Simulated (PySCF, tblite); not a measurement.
# FH₂O₂Si radical, a cluster model of a defect (Si site with back bonds O, F, [H]): EPR parameters

Wanted: the EPR parameters for `[O][SiH](O)F`. It is drawn as: oxygen hole.

Programs: tblite 0.8.0 and PySCF 2.14.0. All values are calculated, for the isolated system unless a continuum is named. Atoms count from 0, parts from 1.

## (1) Starting point

6 atoms, charge 0, multiplicity 2; geometry: distance geometry start.

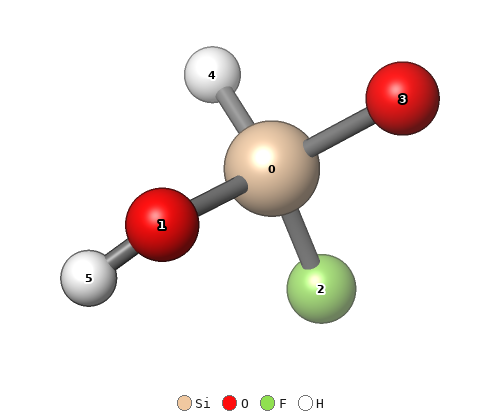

The starting geometry (silicon light orange, oxygen red, fluorine green, hydrogen white), atoms numbered.

## (2) Relaxing the cluster with GFN2-xTB

What the job is given:

```
{"job": {"kind": "relax", "xc": "GFN2-xTB", "basis": "xTB"}, "charge": 0, "multiplicity": 2}
Si    -0.199013     0.318321    -0.034934
O      0.288713     1.987266     0.252262
F     -1.847815     0.144022     0.239744
O      0.707907    -0.757081     1.028345
H      0.079279    -0.037097    -1.394396
H     -0.150550     2.780952    -0.103601
```

Level: GFN2-xTB geometry optimisation, gas phase.

On the command line:

```bash
OMP_NUM_THREADS=1 python cluster_run.py task.json out
```

One launch serves the whole session: the jobs run in the order shown.

The log of the run:

```text
step      E/eV     max force
  0    -425.30549    4.832
  1    -426.00272    3.855
  2    -425.90459   11.408
  3    -426.42519    2.063
  4    -426.48669    1.043
  5    -426.51435    0.652
  6    -426.52492    0.650
  7    -426.57837    0.511
  8    -426.58512    0.282
  9    -426.58900    0.200
 10    -426.59719    0.294
 11    -426.60190    0.359
 12    -426.60712    0.364
 13    -426.61262    0.311
 14    -426.61761    0.183
 15    -426.61935    0.087
 16    -426.61969    0.082
 17    -426.62016    0.093
 18    -426.62111    0.109
 19    -426.62261    0.154
 20    -426.62381    0.115
 21    -426.62434    0.066
 22    -426.62481    0.097
 23    -426.62524    0.107
 24    -426.62565    0.075
 25    -426.62590    0.047
 26    -426.62601    0.047
 27    -426.62605    0.017
 28    -426.62608    0.016
 29    -426.62611    0.020
 30    -426.62614    0.024
 31    -426.62617    0.021
 32    -426.62619    0.012
 33    -426.62620    0.008
 34    -426.62621    0.010
 35    -426.62622    0.015
 36    -426.62623    0.017
 37    -426.62624    0.011
 38    -426.62624    0.003
```

It took 0.71 s on 1 thread of Arm Neoverse N1, shared host.

The steps of the relaxation: (not every step is listed) (the energy doesn't fall at every step)

| step | energy from step 0 (eV) | largest force (eV/Å) |
| --- | --- | --- |
| 0 | 0.0000 | 4.8319 |
| 1 | -0.6972 | 3.8548 |
| 2 | -0.5991 | 11.4080 |
| 3 | -1.1197 | 2.0632 |
| 4 | -1.1812 | 1.0430 |
| 5 | -1.2089 | 0.6513 |
| 6 | -1.2194 | 0.6501 |
| 7 | -1.2729 | 0.5106 |
| 8 | -1.2796 | 0.2815 |
| 10 | -1.2917 | 0.2936 |
| 12 | -1.3016 | 0.3648 |
| 14 | -1.3121 | 0.1826 |
| 16 | -1.3142 | 0.0816 |
| 18 | -1.3156 | 0.1084 |
| 20 | -1.3183 | 0.1148 |
| 22 | -1.3193 | 0.0972 |
| 24 | -1.3202 | 0.0750 |
| 26 | -1.3205 | 0.0469 |
| 28 | -1.3206 | 0.0158 |
| 30 | -1.3207 | 0.0237 |
| 32 | -1.3207 | 0.0117 |
| 33 | -1.3207 | 0.0088 |
| 34 | -1.3207 | 0.0099 |
| 35 | -1.3207 | 0.0154 |
| 36 | -1.3207 | 0.0167 |
| 37 | -1.3207 | 0.0108 |
| 38 | -1.3207 | 0.0032 |

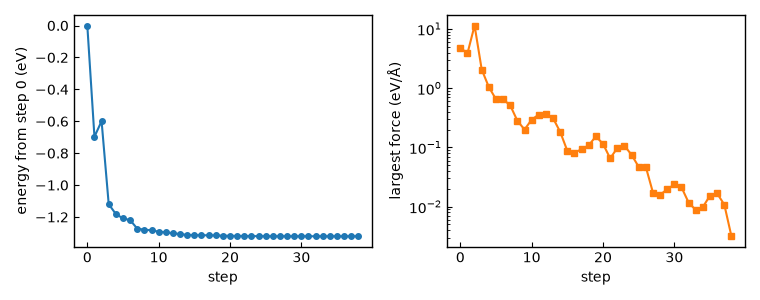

Energy and force, step by step.

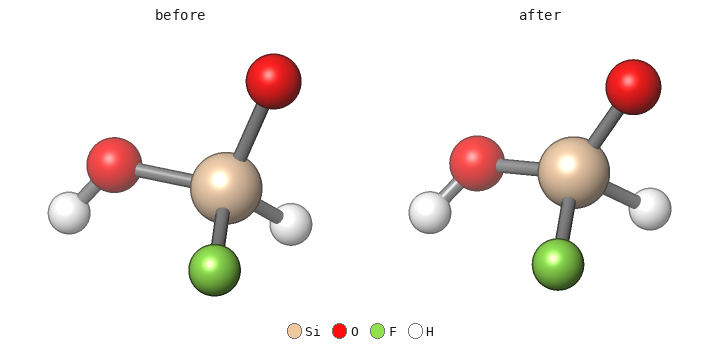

Before and after, at one scale.

Close pairs (by a distance rule), those that changed most:

| bond | before (Å) | after (Å) | change (Å) |
| --- | --- | --- | --- |
| Si0–O3 | 1.763 | 1.532 | -0.231 |
| Si0–O1 | 1.762 | 1.611 | -0.152 |
| Si0–H4 | 1.432 | 1.516 | +0.084 |
| Si0–F2 | 1.681 | 1.611 | -0.070 |
| O1–H5 | 0.974 | 0.955 | -0.019 |

## (3) Geometry optimisation at PBE0-D3(BJ)/def2-SVP

What the job is given:

```
{"job": {"xc": "PBE0", "basis": "def2-SVP", "d3": "d3bj", "grid": 2, "kind": "geom", "shake": 0.01}, "charge": 0, "multiplicity": 2}
Si     0.072021    -0.389344     0.141417
O      0.476331     1.183662     0.135794
F     -1.578888    -0.360195     0.153716
O      0.883176    -1.473584     0.821505
H      0.322097    -0.888215    -1.272078
H     -0.153697     1.895671    -0.003444
```

The log of the run:

```text
step   0  E = -540.35660439  max force = 0.083816
step   1  E = -540.37276225  max force = 0.028248
step   2  E = -540.37517810  max force = 0.019624
step   3  E = -540.37811903  max force = 0.023031
step   4  E = -540.37946572  max force = 0.005358
step   5  E = -540.37953217  max force = 0.000921
step   6  E = -540.37954804  max force = 0.000713
step   7  E = -540.37956500  max force = 0.001523
step   8  E = -540.37958596  max force = 0.001810
step   9  E = -540.37961532  max force = 0.001251
step  10  E = -540.37964602  max force = 0.000850
step  11  E = -540.37967260  max force = 0.001067
step  12  E = -540.37969995  max force = 0.001125
step  13  E = -540.37970425  max force = 0.000471
step  14  E = -540.37970707  max force = 0.000295
optimisation converged
```

It took 2 min on 1 thread of Arm Neoverse N1, shared host; peak memory 0.37 GiB.

Step by step:

| step | energy from step 0 (eV) | largest force component (eV/Å) |
| --- | --- | --- |
| 0 | 0.0000 | 4.3100 |
| 1 | -0.4397 | 1.4526 |
| 2 | -0.5054 | 1.0091 |
| 3 | -0.5854 | 1.1843 |
| 4 | -0.6221 | 0.2755 |
| 5 | -0.6239 | 0.0474 |
| 6 | -0.6243 | 0.0367 |
| 7 | -0.6248 | 0.0783 |
| 8 | -0.6254 | 0.0931 |
| 9 | -0.6262 | 0.0643 |
| 10 | -0.6270 | 0.0437 |
| 11 | -0.6277 | 0.0549 |
| 12 | -0.6285 | 0.0578 |
| 13 | -0.6286 | 0.0242 |
| 14 | -0.6287 | 0.0152 |

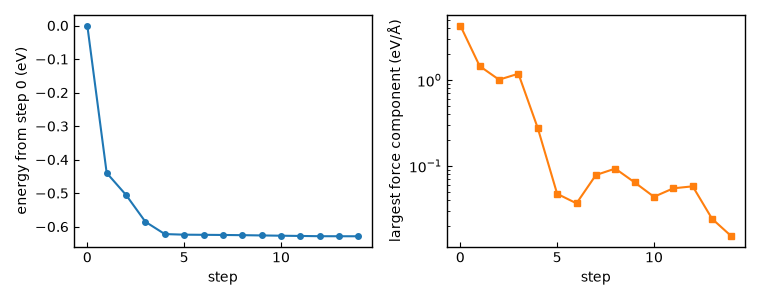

Energy and force, step by step.

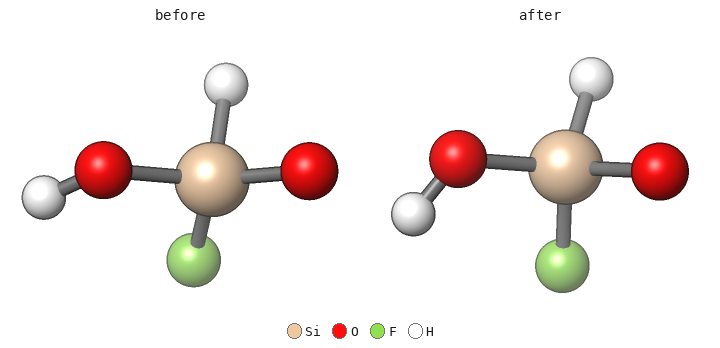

Before and after, at one scale.

Close pairs (by a distance rule), those that changed most:

| bond | before (Å) | after (Å) | change (Å) |
| --- | --- | --- | --- |
| Si0–O3 | 1.515 | 1.671 | +0.156 |
| Si0–H4 | 1.520 | 1.479 | -0.041 |
| Si0–F2 | 1.651 | 1.616 | -0.035 |
| Si0–O1 | 1.624 | 1.639 | +0.014 |
| O1–H5 | 0.961 | 0.962 | +0.001 |

The next job starts from the end point, and lists it.

| at the end point | value |
| --- | --- |
| point group (found at 0.08 Å tolerance) | C1 |
| rotational constants (GHz, main isotopes) | 7.221, 6.800, 3.998 |
| dipole moment (D) | 1.80 |
| ⟨S²⟩ | 0.753 |

## (4) EPR parameters: B3LYP/IGLO-III+pcH-1

What the job is given:

```
{"job": {"kind": "epr"}, "charge": 0, "multiplicity": 2}
Si     0.029617    -0.359881    -0.099491
O      0.470931     1.217410    -0.052262
F     -1.527220    -0.426770     0.327554
O      0.974218    -1.303428     0.905393
H      0.236327    -1.002771    -1.415354
H     -0.162870     1.843472     0.311103
```

Level: UKS B3LYP, IGLO-III on F O Si, pcH-1 on H, non-relativistic, mean-field spin-orbit, GIAO.

The log of the run:

```text
UKS, coarse grid
  cycle   1  E = -540.85620430  |g| = 8.94e-01
  cycle   2  E = -539.35615739  |g| = 2.03e+00
  cycle   3  E = -541.17252925  |g| = 3.01e-01
  cycle   4  E = -541.18391506  |g| = 2.67e-01
  cycle   5  E = -541.21095004  |g| = 5.17e-02
  cycle   6  E = -541.21262308  |g| = 2.71e-02
  cycle   7  E = -541.21303090  |g| = 9.55e-03
  cycle   8  E = -541.21316634  |g| = 4.11e-03
  cycle   9  E = -541.21325490  |g| = 2.82e-03
  cycle  10  E = -541.21329468  |g| = 1.43e-03
  cycle  11  E = -541.21331173  |g| = 1.20e-03
  cycle  12  E = -541.21332332  |g| = 1.02e-03
  cycle  13  E = -541.21334169  |g| = 9.01e-04
  cycle  14  E = -541.21336750  |g| = 7.56e-04
  cycle  15  E = -541.21339590  |g| = 5.80e-04
  cycle  16  E = -541.21339745  |g| = 3.98e-04
UKS, final grid
  cycle   1  E = -541.21336193  |g| = 3.95e-04
  cycle   2  E = -541.21336223  |g| = 5.64e-04
  cycle   3  E = -541.21336245  |g| = 2.10e-04
  cycle   4  E = -541.21336290  |g| = 2.00e-04
  cycle   5  E = -541.21336373  |g| = 1.69e-04
  cycle   6  E = -541.21336514  |g| = 1.04e-04
  cycle   7  E = -541.21336562  |g| = 6.57e-05
  cycle   8  E = -541.21336566  |g| = 4.13e-05
  cycle   9  E = -541.21336569  |g| = 1.60e-05
  cycle  10  E = -541.21336569  |g| = 7.08e-06
E = -541.21336569 Eh   <S^2> = 0.7530 (exact 0.7500)
g shifts (ppm)      1          2          3
  rmc          -279       -279       -279
  gc            -13         48         55
  oz_so         142      10060      42477
  total        -149       9829      42254
hyperfine (MHz)  atom isotope    a_iso     a_fc   dipolar eigenvalues
    0  29Si      38.70      38.70     -4.64      1.05      3.59
    1   17O      -3.78      -3.78     -5.43      2.60      2.83
    2   19F      -4.66      -4.66     -7.45     -5.51     12.96
    3   17O     -37.52     -37.52   -264.20    130.54    133.66
    4    1H      92.47      92.47     -5.77     -1.24      7.01
    5    1H      -0.69      -0.69     -2.85     -1.61      4.45
```

Wall time 39 s (1 thread of Arm Neoverse N1, shared host); peak memory 0.56 GiB.

Principal g values 2.00217, 2.01215, 2.04457; g(iso) = 2.01963, against 2.00232 for a free electron. They are not to be trusted: the run shows a large g shift, which the driver flags as unsure.

Hyperfine couplings, nucleus by nucleus at this fixed geometry (no averaging over rotations):

| nuclei | isotope | a(iso) (MHz) | a(iso) (G, at g = 2.0023) | largest dipolar term (MHz) |
| --- | --- | --- | --- | --- |
| H4 | 1H | 92.5 | 33.0 | 7.0 |
| Si0 | 29Si | 38.7 | 13.8 | -4.6 |
| O3 | 17O | -37.5 | -13.4 | -264.2 |
| F2 | 19F | -4.7 | -1.7 | 13.0 |
| O1 | 17O | -3.8 | -1.3 | -5.4 |
| H5 | 1H | -0.7 | -0.2 | 4.5 |

Mulliken spin populations:

| atom | value (e) |
| --- | --- |
| Si0 | -0.02 |
| O1 | 0.01 |
| F2 | 0.00 |
| O3 | 0.96 |
| H4 | 0.05 |
| H5 | 0.00 |

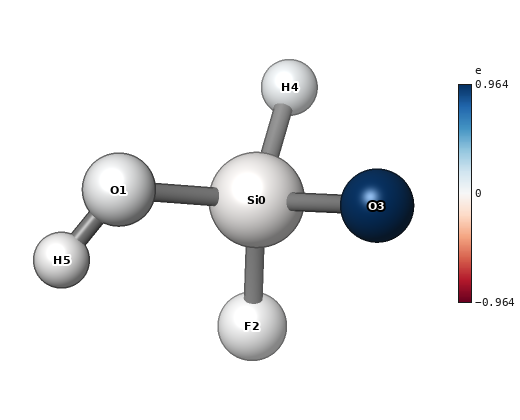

Mulliken spin populations, as colours on the atoms.

## (5) g tensor and hyperfine couplings: BHandHLYP/IGLO-III+pcH-1

Same as in step 4 but for these lines:

```diff
@@ -1,2 +1,2 @@
-{"job": {"kind": "epr"}, "charge": 0, "multiplicity": 2}
+{"job": {"kind": "epr", "xc": "BHandHLYP"}, "charge": 0, "multiplicity": 2}
 Si     0.029617    -0.359881    -0.099491
```

Level: UKS BHandHLYP, IGLO-III on F O Si, pcH-1 on H, non-relativistic, mean-field spin-orbit, GIAO.

The log of the run:

```text
UKS, coarse grid
  cycle   1  E = -540.77773567  |g| = 7.64e-01
  cycle   2  E = -540.53794755  |g| = 1.16e+00
  cycle   3  E = -541.06722979  |g| = 1.28e-01
  cycle   4  E = -541.07850436  |g| = 9.78e-02
  cycle   5  E = -541.08495007  |g| = 2.53e-02
  cycle   6  E = -541.08708646  |g| = 1.47e-02
  cycle   7  E = -541.08797197  |g| = 1.16e-02
  cycle   8  E = -541.08850186  |g| = 8.62e-03
  cycle   9  E = -541.08896117  |g| = 4.26e-03
  cycle  10  E = -541.08910157  |g| = 1.91e-03
  cycle  11  E = -541.08912458  |g| = 1.25e-03
  cycle  12  E = -541.08913202  |g| = 1.14e-03
  cycle  13  E = -541.08914284  |g| = 1.10e-03
  cycle  14  E = -541.08916064  |g| = 1.05e-03
  cycle  15  E = -541.08923853  |g| = 8.94e-04
  cycle  16  E = -541.08926186  |g| = 8.18e-04
  cycle  17  E = -541.08927110  |g| = 6.13e-04
UKS, final grid
  cycle   1  E = -541.08924960  |g| = 5.22e-04
  cycle   2  E = -541.08925040  |g| = 5.10e-04
  cycle   3  E = -541.08925083  |g| = 3.96e-04
  cycle   4  E = -541.08925255  |g| = 3.78e-04
  cycle   5  E = -541.08925470  |g| = 3.58e-04
  cycle   6  E = -541.08926440  |g| = 2.29e-04
  cycle   7  E = -541.08926845  |g| = 1.62e-04
  cycle   8  E = -541.08926924  |g| = 9.62e-05
  cycle   9  E = -541.08926951  |g| = 5.28e-05
  cycle  10  E = -541.08926954  |g| = 3.56e-05
  cycle  11  E = -541.08926955  |g| = 2.82e-05
  cycle  12  E = -541.08926956  |g| = 9.95e-06
E = -541.08926956 Eh   <S^2> = 0.7538 (exact 0.7500)
g shifts (ppm)      1          2          3
  rmc          -282       -282       -282
  gc            -16         49         55
  oz_so         114      10376      64734
  total        -183      10142      64507
hyperfine (MHz)  atom isotope    a_iso     a_fc   dipolar eigenvalues
    0  29Si      44.63      44.63     -3.75      0.52      3.24
    1   17O      -3.86      -3.86     -3.91      1.89      2.02
    2   19F      -5.90      -5.90     -5.69     -3.78      9.47
    3   17O     -55.50     -55.50   -266.30    131.31    134.99
    4    1H      63.94      63.94     -5.60     -2.18      7.78
    5    1H      -0.86      -0.86     -2.57     -1.75      4.32
```

Wall time 46 s (1 thread of Arm Neoverse N1, shared host); peak memory 0.56 GiB.

In short: g(iso) 2.02714, not to be trusted: the run shows a large g shift, which the driver flags as unsure.

## (6) Comparing the runs: EPR parameters

g, ⟨S²⟩ and isotropic hyperfine couplings (MHz), with basis size and wall time; * marks a run flagged for spin contamination, instability or a large g shift:

| run | g(iso) | ⟨S²⟩ | 1H H4 | 29Si Si0 | 17O O3 | 19F F2 | 17O O1 | functions | time |
| --- | --- | --- | --- | --- | --- | --- | --- | --- | --- |
| B3LYP/IGLO-III+pcH-1* | 2.01963 | 0.753 | 92.5 | 38.7 | -37.5 | -4.7 | -3.8 | 169 | 39 s |
| BHandHLYP/IGLO-III+pcH-1* | 2.02714 | 0.754 | 63.9 | 44.6 | -55.5 | -5.9 | -3.9 | 169 | 46 s |

## (7) Summary of results

| quantity | value |
| --- | --- |
| point group | C1 |
| rotational constants (main isotopes) | 7.22, 6.80, 4.00 GHz |
| g(iso) (B3LYP) | 2.01963 |
| ⟨S²⟩ | 0.753 (exact 0.75) |
| largest a(iso) | 1H on H4, 92.5 MHz |

**Reading.** The optimisation took 14 steps and gained 0.629 eV; among the close pairs (by a distance rule), Si0–O3 changed most, from 1.515 to 1.671 Å (PBE0/def2-SVP). Most of the unpaired spin sits on O3 (0.96 e). The isotropic g lies 17.3 ppt above the free-electron value. These values are not to be trusted: the run shows a large g shift, which the driver flags as unsure.
